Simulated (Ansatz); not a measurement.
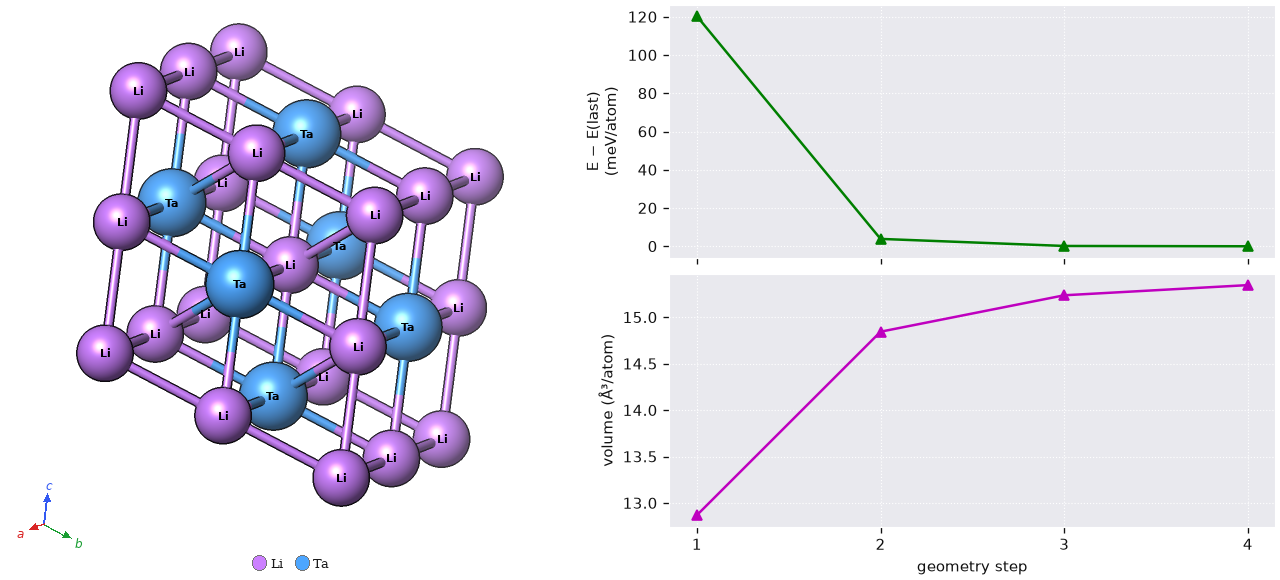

Beside the plot: the structure at the start.

History of a geometry optimisation. Atoms and cell relax. A closing SCF on a freshly chosen basis isn't drawn.

The run: Li5Ta3 (Im-3m, 8 atoms in the cell), by DFT PBE, scalar-relativistic, plane waves, PAW in Ansatz 0.2.0; cutoff 420 eV, 4×4×4 k-mesh, Gaussian smearing of 0.1 eV.

### How did the optimisation end?

The optimisation met its thresholds at geometry 4, counting the start as the first. The energy fell by about 120 meV/atom from the first step to the last. All forces vanish by symmetry, so only the cell moves.

### Was the starting cell too large or too small?

The volume grows from 12.9 to 15.3 Å³ per atom (+19 %). The start was compressed.
